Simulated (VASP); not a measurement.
# A VASP study of Sb2O3 (Valentinite) (LDA): structure first, properties next

Wanted: the relaxed cell of Sb2O3 (Valentinite) and its properties. The steps: full relaxation (LDA), second relaxation, density, ELF and potential (LDA), band structure (LDA), total and projected DOS (LDA) and core-level energies (LDA). The start is a cell from a database of measured crystal structures.

Main program and level: VASP 6.6.1; LDA; plane waves and PAW (Sb, O).

## 1. The structure

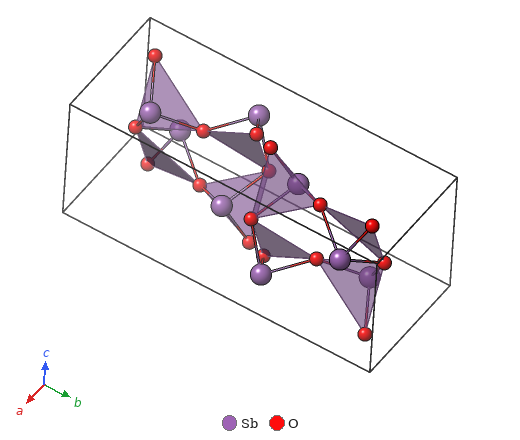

The cell as given, from a free direction (antimony purple, oxygen red). Some periodic images of atoms are drawn too.

## 2. Full relaxation (LDA)

The start need not lie at this functional's minimum. ISIF = 3 frees volume, shape and positions, and EDIFFG sets the threshold on forces and stress at which the search stops. LDA, the lowest rung, knows the local density alone.

The input, INCAR:

```
SYSTEM = Sb2O3
PREC = Accurate
ENCUT = 520
EDIFF = 1E-06
NELM = 100
ISMEAR = 0
SIGMA = 0.05
LREAL = .FALSE.
ALGO = Normal
GGA = CA
NBANDS = 76
LORBIT = 11
LWAVE = .FALSE.
LCHARG = .FALSE.
KPAR = 4
NCORE = 2
IBRION = 2
NSW = 60
ISIF = 3
EDIFFG = -0.01
```

The input, POSCAR:

```
Sb2O3
1.0
    4.8996000000      0.0000000000      0.0000000000
    0.0000000000     12.4490000000      0.0000000000
    0.0000000000      0.0000000000      5.4103000000
Sb O
8 12
Direct
    0.0406400000      0.1275300000      0.1778400000
    0.4593600000      0.3724700000      0.1778400000
    0.5406400000      0.8724700000      0.3221600000
    0.9593600000      0.6275300000      0.3221600000
    0.9593600000      0.8724700000      0.8221600000
    0.5406400000      0.6275300000      0.8221600000
    0.4593600000      0.1275300000      0.6778400000
    0.0406400000      0.3724700000      0.6778400000
    0.2500000000      0.2500000000      0.0209000000
    0.7500000000      0.7500000000      0.4791000000
    0.7500000000      0.7500000000      0.9791000000
    0.2500000000      0.2500000000      0.5209000000
    0.1508600000      0.0586800000      0.8546500000
    0.3491400000      0.4413200000      0.8546500000
    0.6508600000      0.9413200000      0.6453500000
    0.8491400000      0.5586800000      0.6453500000
    0.8491400000      0.9413200000      0.1453500000
    0.6508600000      0.5586800000      0.1453500000
    0.3491400000      0.0586800000      0.3546500000
    0.1508600000      0.4413200000      0.3546500000
```

The input, KPOINTS:

```
Automatic mesh
0
Gamma
4 2 4
0 0 0
```

PAW data sets: Sb and O (LDA family, release 64).

Launch:

```console
$ mpirun -np 8 vasp_std
```

What it wrote:

```text
[banner, memory and clock lines left out]
running    8 mpi-ranks, on    1 nodes
 distrk:  each k-point on    2 cores,    4 groups
 distr:  one band on    2 cores,    1 groups

 POSCAR found type information on POSCAR SbO
 POSCAR found :  2 types and      20 ions
|                                                                             |
|               ----> ADVICE to this user running VASP <----                  |
|                                                                             |
|     You have a (more or less) 'large supercell' and for larger cells it     |
|     might be more efficient to use real-space projection operators.         |
|     Therefore, try LREAL= Auto in the INCAR file.                           |
|     Mind: For very accurate calculation, you might also keep the            |
|     reciprocal projection scheme (i.e. LREAL=.FALSE.).                      |
|                                                                             |

 LDA part: xc-table for (Slater(with rela. corr.)+CA(PZ))
 , standard interpolation
 POSCAR, INCAR and KPOINTS ok, starting setup
 FFT: planning ... GRIDC
 FFT: planning ... GRID_SOFT
 FFT: planning ... GRID
 WAVECAR not read
 entering main loop
       N       E                     dE             d eps       ncg     rms          rms(c)
DAV:   1     0.970409738119E+03    0.97041E+03   -0.48099E+04  2736   0.131E+03
DAV:   2    -0.315533389656E+02   -0.10020E+04   -0.95091E+03  3568   0.282E+02
DAV:   3    -0.152925909536E+03   -0.12137E+03   -0.11962E+03  3080   0.119E+02
DAV:   4    -0.156077408795E+03   -0.31515E+01   -0.31303E+01  3384   0.198E+01
DAV:   5    -0.156170624375E+03   -0.93216E-01   -0.93041E-01  3420   0.324E+00    0.304E+01
DAV:   6    -0.134723228674E+03    0.21447E+02   -0.10318E+02  2908   0.385E+01    0.172E+01
DAV:   7    -0.134452100737E+03    0.27113E+00   -0.88327E+00  3064   0.102E+01    0.587E+00
DAV:   8    -0.134187408495E+03    0.26469E+00   -0.80960E-01  3248   0.350E+00    0.254E+00
DAV:   9    -0.134085095196E+03    0.10231E+00   -0.10665E-01  3264   0.152E+00    0.617E-01
DAV:  10    -0.134084567496E+03    0.52770E-03   -0.13764E-02  3336   0.499E-01    0.233E-01
DAV:  11    -0.134085150993E+03   -0.58350E-03   -0.51273E-03  3248   0.267E-01    0.157E-01
DAV:  12    -0.134084821644E+03    0.32935E-03   -0.85757E-04  3488   0.154E-01    0.474E-02
DAV:  13    -0.134084811005E+03    0.10639E-04   -0.38019E-04  3056   0.685E-02    0.273E-02
DAV:  14    -0.134084811489E+03   -0.48453E-06   -0.38866E-05  3304   0.243E-02    0.205E-02
DAV:  15    -0.134084810013E+03    0.14764E-05   -0.13917E-05  3152   0.144E-02    0.549E-03
DAV:  16    -0.134084809866E+03    0.14668E-06   -0.12075E-06  1696   0.488E-03
   1 F= -.13408481E+03 E0= -.13408481E+03  d E =-.134085E+03
 curvature:   0.00 expect dE= 0.000E+00 dE for cont linesearch  0.000E+00
 trial: gam= 0.00000 g(F)=  0.790E-01 g(S)=  0.382E-01 ort = 0.000E+00 (trialstep = 0.100E+01)
 search vector abs. value=  0.117E+00
 bond charge predicted
       N       E                     dE             d eps       ncg     rms          rms(c)
DAV:   1    -0.134273694132E+03   -0.18888E+00   -0.16321E+01  2736   0.168E+01    0.268E+00
DAV:   2    -0.134193734137E+03    0.79960E-01   -0.77843E-01  3152   0.356E+00    0.792E-01
DAV:   3    -0.134183737971E+03    0.99962E-02   -0.42672E-02  3184   0.823E-01    0.391E-01
DAV:   4    -0.134179199053E+03    0.45389E-02   -0.10466E-02  3312   0.420E-01    0.180E-01
DAV:   5    -0.134178454645E+03    0.74441E-03   -0.21362E-03  3336   0.215E-01    0.679E-02
DAV:   6    -0.134178473947E+03   -0.19303E-04   -0.36174E-04  3112   0.710E-02    0.528E-02
DAV:   7    -0.134178466714E+03    0.72337E-05   -0.51257E-05  3296   0.367E-02    0.350E-02
DAV:   8    -0.134178461810E+03    0.49041E-05   -0.14710E-05  3248   0.201E-02    0.152E-02
DAV:   9    -0.134178459049E+03    0.27607E-05   -0.15955E-05  3192   0.178E-02    0.585E-03
DAV:  10    -0.134178459086E+03   -0.36992E-07   -0.33188E-06  2208   0.694E-03
   2 F= -.13417846E+03 E0= -.13417846E+03  d E =-.936492E-01
[... from here on, the cycles between the ionic steps are left out ...]
   3 F= -.13422770E+03 E0= -.13422770E+03  d E =-.142891E+00
   4 F= -.13427643E+03 E0= -.13427643E+03  d E =-.487309E-01
   5 F= -.13431059E+03 E0= -.13431059E+03  d E =-.828881E-01
   6 F= -.13432875E+03 E0= -.13432875E+03  d E =-.181625E-01
   7 F= -.13432939E+03 E0= -.13432939E+03  d E =-.188003E-01
   8 F= -.13433609E+03 E0= -.13433609E+03  d E =-.670340E-02
   9 F= -.13433912E+03 E0= -.13433912E+03  d E =-.972601E-02
  10 F= -.13434236E+03 E0= -.13434236E+03  d E =-.324164E-02
  11 F= -.13434244E+03 E0= -.13434244E+03  d E =-.332111E-02
  12 F= -.13434451E+03 E0= -.13434451E+03  d E =-.207001E-02
  13 F= -.13434569E+03 E0= -.13434569E+03  d E =-.325353E-02
  14 F= -.13434583E+03 E0= -.13434583E+03  d E =-.339415E-02
  15 F= -.13434725E+03 E0= -.13434725E+03  d E =-.142106E-02
  16 F= -.13434798E+03 E0= -.13434798E+03  d E =-.214994E-02
  17 F= -.13434818E+03 E0= -.13434818E+03  d E =-.235133E-02
  18 F= -.13434952E+03 E0= -.13434952E+03  d E =-.133581E-02
  19 F= -.13435017E+03 E0= -.13435017E+03  d E =-.198591E-02
  20 F= -.13435027E+03 E0= -.13435027E+03  d E =-.208785E-02
  21 F= -.13435153E+03 E0= -.13435153E+03  d E =-.126006E-02
  22 F= -.13435312E+03 E0= -.13435312E+03  d E =-.284942E-02
  23 F= -.13435340E+03 E0= -.13435340E+03  d E =-.277897E-03
  24 F= -.13435340E+03 E0= -.13435340E+03  d E =-.281687E-03
  25 F= -.13435354E+03 E0= -.13435354E+03  d E =-.143850E-03
  26 F= -.13435360E+03 E0= -.13435360E+03  d E =-.198336E-03
  27 F= -.13435373E+03 E0= -.13435373E+03  d E =-.128145E-03
  28 F= -.13435393E+03 E0= -.13435393E+03  d E =-.329742E-03
  29 F= -.13435393E+03 E0= -.13435393E+03  d E =-.333464E-03
  30 F= -.13435401E+03 E0= -.13435401E+03  d E =-.728353E-04
  31 F= -.13435403E+03 E0= -.13435403E+03  d E =-.974645E-04
  32 F= -.13435405E+03 E0= -.13435405E+03  d E =-.112776E-03
  33 F= -.13435409E+03 E0= -.13435409E+03  d E =-.452614E-04
 ZBRENT: can't locate minimum, use default step
 trial-energy change:   -0.000045  1 .order   -0.000045   -0.000050   -0.000039
 step:   0.9734(harm=  1.1074)  dis= 0.00160  next Energy=  -134.354160 (dE=-0.114E-03)
 bond charge predicted
       N       E                     dE             d eps       ncg     rms          rms(c)
DAV:   1    -0.134353894614E+03    0.19598E-03   -0.13960E-01  2736   0.152E+00    0.790E-02
DAV:   2    -0.134354178756E+03   -0.28414E-03   -0.35699E-03  3204   0.223E-01    0.374E-02
DAV:   3    -0.134354159135E+03    0.19621E-04   -0.48057E-05  3352   0.299E-02    0.242E-02
DAV:   4    -0.134354148359E+03    0.10775E-04   -0.24027E-05  3092   0.237E-02    0.511E-03
DAV:   5    -0.134354148656E+03   -0.29695E-06   -0.69012E-06  2896   0.104E-02
  34 F= -.13435415E+03 E0= -.13435415E+03  d E =-.103273E-03
 curvature:  -3.39 expect dE=-0.390E-03 dE for cont linesearch -0.382E-09
 trial: gam= 0.36022 g(F)=  0.500E-04 g(S)=  0.648E-04 ort =-0.382E-06 (trialstep = 0.389E+00)
 search vector abs. value=  0.283E-03
 reached required accuracy - stopping structural energy minimisation
```

It took 20 min on 8 MPI ranks of Intel Xeon Platinum 8259CL at 2.50GHz (Skylake/Cascade Lake), shared host; peak memory 2.8 GiB; 2.4 h of CPU time.

The logs omit lines about the potential files and the build; timing stands in the text.

From OUTCAR (step 2):

```text
ion  position               nearest neighbor table
   1  0.041  0.128  0.178-  19 1.98  13 2.02   9 2.02  17 2.51  12 2.61   7 3.40   7 3.40   2 3.68
                             5 3.73
   2  0.459  0.372  0.178-  20 1.98  14 2.02   9 2.02  18 2.51  12 2.61   8 3.40   8 3.40   1 3.68
                             6 3.73
   3  0.541  0.872  0.322-  17 1.98  15 2.02  10 2.02  19 2.51  11 2.61   5 3.40   5 3.40   4 3.68
                             7 3.73
   4  0.959  0.628  0.322-  18 1.98  16 2.02  10 2.02  20 2.51  11 2.61   6 3.40   6 3.40   3 3.68
                             8 3.73
   5  0.959  0.872  0.822-  15 1.98  17 2.02  11 2.02  13 2.51  10 2.61   3 3.40   3 3.40   6 3.68
                             1 3.73
   6  0.541  0.628  0.822-  16 1.98  18 2.02  11 2.02  14 2.51  10 2.61   4 3.40   4 3.40   5 3.68
                             2 3.73
   7  0.459  0.128  0.678-  13 1.98  19 2.02  12 2.02  15 2.51   9 2.61   1 3.40   1 3.40   8 3.68
                             3 3.73
   8  0.041  0.372  0.678-  14 1.98  20 2.02  12 2.02  16 2.51   9 2.61   2 3.40   2 3.40   7 3.68
                             4 3.73
   9  0.250  0.250  0.021-   1 2.02   2 2.02   7 2.61   8 2.61
  10  0.750  0.750  0.479-   3 2.02   4 2.02   5 2.61   6 2.61
  11  0.750  0.750  0.979-   5 2.02   6 2.02   3 2.61   4 2.61
  12  0.250  0.250  0.521-   7 2.02   8 2.02   1 2.61   2 2.61
  13  0.151  0.059  0.855-   7 1.98   1 2.02   5 2.51
  14  0.349  0.441  0.855-   8 1.98   2 2.02   6 2.51
  15  0.651  0.941  0.645-   5 1.98   3 2.02   7 2.51
  16  0.849  0.559  0.645-   6 1.98   4 2.02   8 2.51
  17  0.849  0.941  0.145-   3 1.98   5 2.02   1 2.51
  18  0.651  0.559  0.145-   4 1.98   6 2.02   2 2.51
  19  0.349  0.059  0.355-   1 1.98   7 2.02   3 2.51
  20  0.151  0.441  0.355-   2 1.98   8 2.02   4 2.51

  LATTYP: Found a simple orthorhombic cell.
 ALAT       =     4.8996000000
 B/A-ratio  =     1.1042329986
 C/A-ratio  =     2.5408196587

 Subroutine GETGRP returns: Found  8 space group operations
 (whereof  2 operations were pure point group operations)

The static configuration has the point symmetry S_2 .
 The point group associated with its full space group is D_2h.

 Found     18 irreducible k-points:

   k-points           NKPTS =     18   k-points in BZ     NKDIM =     18   number of bands    NBANDS=     76

   dimension x,y,z NGX =    36 NGY =   96 NGZ =   40
   dimension x,y,z NGXF=    72 NGYF=  192 NGZF=   80

   ENCUT  =  520.0 eV  38.22 Ry    6.18 a.u.   9.11 23.15 10.06*2*pi/ulx,y,z

   NELECT =     112.0000    total number of electrons

 k-points in reciprocal lattice and weights: Automatic mesh
   0.00000000  0.00000000  0.00000000       0.031
   0.25000000  0.00000000  0.00000000       0.062
   0.50000000  0.00000000  0.00000000       0.031
   0.00000000  0.50000000  0.00000000       0.031
   0.25000000  0.50000000  0.00000000       0.062
   0.50000000  0.50000000  0.00000000       0.031
   0.00000000  0.00000000  0.25000000       0.062
   0.25000000  0.00000000  0.25000000       0.125
   0.50000000  0.00000000  0.25000000       0.062
[...]
0.25000000  0.50000000  0.50000000       0.062
   0.50000000  0.50000000  0.50000000       0.031

 average (electrostatic) potential at core
       1 -87.4725       2 -87.4725       3 -87.4725       4 -87.4725       5 -87.4725
       6 -87.4725       7 -87.4725       8 -87.4725       9 -69.7723      10 -69.7723
      11 -69.7723      12 -69.7723      13 -69.9663      14 -69.9663      15 -69.9663
      16 -69.9663      17 -69.9663      18 -69.9663      19 -69.9663      20 -69.9663

 E-fermi :   6.2711

 k-point     1 :       0.0000    0.0000    0.0000
  band No.  band energies     occupation
    ...
     52       4.5734      2.00000
     53       4.7003      2.00000
     54       5.2633      2.00000
     55       5.7776      2.00000
     56       6.0262      2.00000
     57       7.5797      0.00000
     58       8.0640      0.00000
     59       8.1723      0.00000
     60       9.0230      0.00000
     61       9.2969      0.00000
    ...

 k-point     2 :       0.2500    0.0000    0.0000
  band No.  band energies     occupation
    ...
     52       4.6263      2.00000
     53       4.7916      2.00000
     54       5.3001      2.00000
     55       5.6466      2.00000
     56       5.6833      2.00000
     57       8.3526      0.00000
     58       8.5338      0.00000
     59       8.7124      0.00000
     60       8.7806      0.00000
     61       9.5254      0.00000
    ...

 k-point     3 :       0.5000    0.0000    0.0000
  band No.  band energies     occupation
    ...
     52       4.7198      2.00000
     53       5.0493      2.00000
     54       5.0493      2.00000
     55       5.1669      2.00000
     56       5.1669      2.00000
     57       9.0052      0.00000
     58       9.0052      0.00000
     59       9.1423      0.00000
     60       9.1423      0.00000
     61       9.8122      0.00000
    ...

  Total        0.0546008      0.0248715      0.1524907      0.0000000      0.0000000      0.0000000
  in kB        0.2848187      0.1297393      0.7954496      0.0000000      0.0000000      0.0000000
  external PRESSURE =       0.4033358 kB  Pullay stress =       0.0000000 kB

  energy-cutoff  :      520.00
  volume of cell :      307.14
      direct lattice vectors                 reciprocal lattice vectors
     4.781983364  0.000000000  0.000000000     0.209118252  0.000000000  0.000000000
     0.000000000 12.087955644  0.000000000     0.000000000  0.082726975  0.000000000
    -0.000000000  0.000000000  5.313495336    -0.000000000  0.000000000  0.188200033

 POSITION                                       TOTAL-FORCE (eV/Angst)
 -----------------------------------------------------------------------------------
      0.13821      1.54046      0.95573        -0.002834     -0.007442      0.000744
      2.25278      4.50352      0.95573         0.002834      0.007442      0.000744
      2.52920     10.54749      1.70102        -0.002834      0.007442     -0.000744
      4.64378      7.58444      1.70102         0.002834     -0.007442     -0.000744
      4.64378     10.54749      4.35777         0.002834      0.007442     -0.000744
      2.52920      7.58444      4.35777        -0.002834     -0.007442     -0.000744
      2.25278      1.54046      3.61248         0.002834     -0.007442      0.000744
      0.13821      4.50352      3.61248        -0.002834      0.007442      0.000744
      1.19550      3.02199      5.30838         0.000000     -0.000000      0.001635
      3.58649      9.06597      2.66186         0.000000     -0.000000     -0.001635
      3.58649      9.06597      0.00512         0.000000     -0.000000     -0.001635
      1.19550      3.02199      2.65163         0.000000     -0.000000      0.001635
      0.68834      0.67132      4.50224        -0.001042      0.006515     -0.004564
      1.70265      5.37266      4.50224         0.001042     -0.006515     -0.004564
      3.07933     11.41664      3.46800        -0.001042     -0.006515      0.004564
      4.09364      6.71530      3.46800         0.001042      0.006515      0.004564
      4.09364     11.41664      0.81126         0.001042     -0.006515      0.004564
      3.07933      6.71530      0.81126        -0.001042      0.006515      0.004564
      1.70265      0.67132      1.84549         0.001042      0.006515     -0.004564
      0.68834      5.37266      1.84549        -0.001042     -0.006515     -0.004564
 -----------------------------------------------------------------------------------
    total drift:                                0.000000      0.000000     -0.000000

  FREE ENERGIE OF THE ION-ELECTRON SYSTEM (eV)
  ---------------------------------------------------
  free  energy   TOTEN  =      -134.3541486563 eV

  energy  without entropy=     -134.3541486563  energy(sigma->0) =     -134.35414866

 reached required accuracy - stopping structural energy minimisation

 total charge
# of ion       s       p       d       tot
------------------------------------------
    1        1.233   0.929   0.134   2.296
    2        1.233   0.929   0.134   2.296
    3        1.233   0.929   0.134   2.296
    4        1.233   0.929   0.134   2.296
    5        1.233   0.929   0.134   2.296
    6        1.233   0.929   0.134   2.296
    7        1.233   0.929   0.134   2.296
    8        1.233   0.929   0.134   2.296
    9        1.568   3.452   0.000   5.019
   10        1.568   3.452   0.000   5.019
   11        1.568   3.452   0.000   5.019
   12        1.568   3.452   0.000   5.019
   13        1.564   3.453   0.000   5.018
   14        1.564   3.453   0.000   5.018
   15        1.564   3.453   0.000   5.018
   16        1.564   3.453   0.000   5.018
   17        1.564   3.453   0.000   5.018
   18        1.564   3.453   0.000   5.018
   19        1.564   3.453   0.000   5.018
   20        1.564   3.453   0.000   5.018
--------------------------------------------------
tot         28.649  48.864   1.076  78.588

[... 3 further parts left out ...]
```

The gap is read on the k-mesh alone, so it is an upper bound where the band edges lie off the mesh. The run keeps the 8 symmetry operations of its start, so it cannot find a distortion of lower symmetry.

(Continued in part 2 of 4.)

[Lines on the potential files, build, host, timing and source positions are cut from VASP's logs without a mark.]

[Logs are printed without paths, hosts, clocks, repeated set-up lines and the standing remarks that a program may print on its own settings, such as how far it seeks lower states.]

[Hosts, paths, dates, database ids (printed as entryN), source tags and the programs' standing remarks are cut or masked in the printed files.]

[A measured line is paired with the nearest computed mode of its activity, which favours agreement.]

[In band tables of VASP the shares of atoms and orbitals are scaled to a sum of 1 inside the atoms' spheres.]
